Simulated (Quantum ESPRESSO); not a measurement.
# Nickel: parallel and opposed starts, part 2 of 2

Wanted: the moments of Nickel and the energy of each order that was tried.

Quantum ESPRESSO 7.5; PBE; plane waves with GBRV 1.5 PBE potentials, no spin-orbit coupling.

So far, absolute magnetization (μB): step 2 (start 1: ferro +) 0.724.

### 4. Start 3: antiferro q=(0,0,1/2) +−

The cell is doubled to 2 atoms to hold this order.

pw.in

```
&CONTROL
  calculation = 'scf'
  prefix = 'pwscf'
  outdir = './tmp'
  pseudo_dir = './pseudo'
  disk_io = 'nowf'
/
&SYSTEM
  ibrav = 0
  celldm(1) = 8
  nat = 2
  ntyp = 2
  ecutwfc = 40
  ecutrho = 280
  nbnd = 25
  occupations = 'smearing'
  smearing = 'fd'
  degauss = 0.00367493
  nspin = 2
  starting_magnetization(1) = 0.0556
  starting_magnetization(2) = -0.0556
/
&ELECTRONS
  conv_thr = 4d-09
  electron_maxstep = 150
  mixing_beta = 0.3
/
ATOMIC_SPECIES
Ni1    58.6934 ni_pbe_v1.4.uspp.F.UPF
Ni2    58.6934 ni_pbe_v1.4.uspp.F.UPF
CELL_PARAMETERS alat
   0.0000000000000    0.4161968249241    0.4161968249241
   0.4161968249241    0.0000000000000    0.4161968249241
   0.8323936498481    0.8323936498481    0.0000000000000
ATOMIC_POSITIONS crystal
Ni1     0.0000000000    0.0000000000    0.0000000000
Ni2     0.0000000000    0.0000000000    0.5000000000
K_POINTS automatic
16 16 8 0 0 0
```

On the command line:

```sh
OMP_NUM_THREADS=1 mpirun -n 4 pw.x -nk 4 -in pw.in > pw.out
```

The log of the run:

```text
     [... lines left out ...]
Program PWSCF v.7.5 starts
     [... lines left out ...]
     number of atoms/cell      =            2
     [... lines left out ...]
     number of electrons       =        36.00
     number of Kohn-Sham states=           25
     kinetic-energy cutoff     =      40.0000  Ry
     charge density cutoff     =     280.0000  Ry
     scf convergence threshold =      4.0E-09
     [... lines left out ...]
     12 Sym. Ops., with inversion, found
     [... lines left out ...]
     number of k points=   213  Fermi-Dirac smearing, width (Ry)=  0.0037
     [... lines left out ...]
     iteration # 18     ecut=    40.00 Ry     beta= 0.30
     [... lines left out ...]
     Magnetic moment per site  (integrated on atomic sphere of radius R)
     atom   1 (R=0.243)  charge= 16.7072  magn=  0.2867
     atom   2 (R=0.243)  charge= 16.7072  magn= -0.2866
     [... lines left out ...]
     the Fermi energy is    17.5792 ev
!    total energy              =    -686.54790745 Ry
     estimated scf accuracy    <          1.0E-09 Ry
     smearing contrib. (-TS)   =      -0.00382786 Ry
     [... lines left out ...]
     total magnetization       =     0.00 Bohr mag/cell
     absolute magnetization    =     0.59 Bohr mag/cell
     convergence has been achieved in  18 iterations
```

It took 23 s on 4 MPI ranks of Intel Xeon 6975P-C (Granite Rapids), shared host; peak memory 0.38 GiB; 89 s of CPU time.

Spin moment in the atom's sphere by atom:

```csv
atom,spin moment in the atom's sphere (μB)
Ni1,0.287
Ni2,-0.287
```

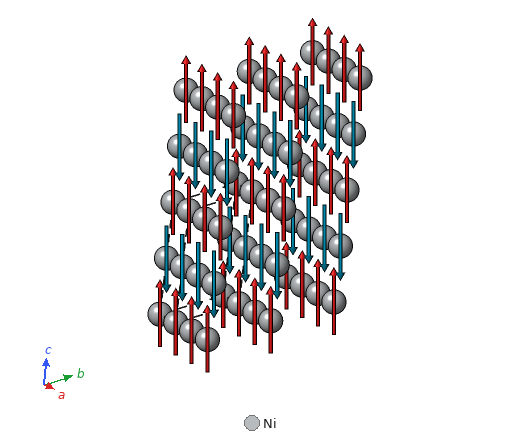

Spin moment in the atom's sphere as arrows, the longest 0.287 μB. Up and down stand for the sign. Arrows give size and sign along the axis of quantisation, drawn up and down the page. The two directions have two colours. 3×2×2 cells are drawn. Some periodic images of atoms are drawn too.

This step gave:

- smearing term TS: 0.05208 eV
- magnetization: 0 μB
- absolute magnetization: 0.59 μB
- final state: antiferromagnetic

### 5. Run 4 (no spin polarisation)

pw.in

```
&CONTROL
  calculation = 'scf'
  prefix = 'pwscf'
  outdir = './tmp'
  pseudo_dir = './pseudo'
  disk_io = 'nowf'
/
&SYSTEM
  ibrav = 0
  celldm(1) = 8
  nat = 1
  ntyp = 1
  ecutwfc = 40
  ecutrho = 280
  nbnd = 15
  occupations = 'smearing'
  smearing = 'fd'
  degauss = 0.00367493
/
&ELECTRONS
  conv_thr = 2d-09
  electron_maxstep = 150
  mixing_beta = 0.3
/
ATOMIC_SPECIES
Ni     58.6934 ni_pbe_v1.4.uspp.F.UPF
CELL_PARAMETERS alat
   0.0000000000000    0.4161968249241    0.4161968249241
   0.4161968249241    0.0000000000000    0.4161968249241
   0.4161968249241    0.4161968249241    0.0000000000000
ATOMIC_POSITIONS crystal
Ni      0.0000000000    0.0000000000    0.0000000000
K_POINTS automatic
16 16 16 0 0 0
```

The log of the run:

```text
     [... lines left out ...]
Program PWSCF v.7.5 starts
     [... lines left out ...]
     number of atoms/cell      =            1
     [... lines left out ...]
     number of electrons       =        18.00
     number of Kohn-Sham states=           15
     kinetic-energy cutoff     =      40.0000  Ry
     charge density cutoff     =     280.0000  Ry
     scf convergence threshold =      2.0E-09
     [... lines left out ...]
     48 Sym. Ops., with inversion, found
     [... lines left out ...]
     number of k points=   145  Fermi-Dirac smearing, width (Ry)=  0.0037
     [... lines left out ...]
     iteration # 10     ecut=    40.00 Ry     beta= 0.30
     [... lines left out ...]
     the Fermi energy is    17.5601 ev
!    total energy              =    -343.27380198 Ry
     estimated scf accuracy    <          1.9E-11 Ry
     smearing contrib. (-TS)   =      -0.00227196 Ry
     [... lines left out ...]
     convergence has been achieved in  10 iterations
```

Elapsed: 2.3 s, on 4 MPI ranks; peak memory 0.23 GiB.

Numbers from this step:

```yaml
smearing_term_ts: 0.03091 eV
final_state: non-magnetic (no spin polarisation)
```

### 6. The states side by side

An order is kept where moments of 0.15 μB or more survive with the typed signs; meshes match where a doubled cell samples the same k points as the first cell.

Orders:

```
                     start        final state  typed order kept  energy over the lowest (meV a seeded atom)  largest site moment (μB)  net moment (μB a cell of the first run)  mesh matched  CPU time (s)
                   ferro +      ferromagnetic               yes                                           0                    0.6648                                   0.6227           yes          13.9
antiferro q=(0,1/2,1/2) +-       non-magnetic                no                                       59.24                         0                                        0           yes         170.2
  antiferro q=(0,0,1/2) +-  antiferromagnetic               yes                                       57.14                    0.2867                                        0           yes         89.22
      no spin polarisation       non-magnetic                 -                                       59.21                         0                                        0           yes          8.37
```

### 7. Summary of results

```
lowest state found      : ferromagnetic (from ferro +)
largest site moment     : 0.665 μB
next state with moments : antiferromagnetic, 57.1 meV a seeded atom higher
state without moments   : 59.2 meV a seeded atom higher
```

What this shows: 1 start lost its moments. Only these 4 starts were compared; other wavevectors, canted and longer-period orders were not.

[Logs and program files are shortened in this print: banners, set-up blocks, solver, clock and traceback lines can be left out without a mark of their own.]

[Logs are printed without paths, hosts, clocks, repeated set-up lines and the standing remarks that a program may print on its own settings, such as how far it seeks lower states.]

[Hosts, paths, dates, database ids (printed as entryN), source tags and the programs' standing remarks are cut or masked in the printed files.]

[Where a cell is said to come from a database of computed structures, the database is the Materials Project.]
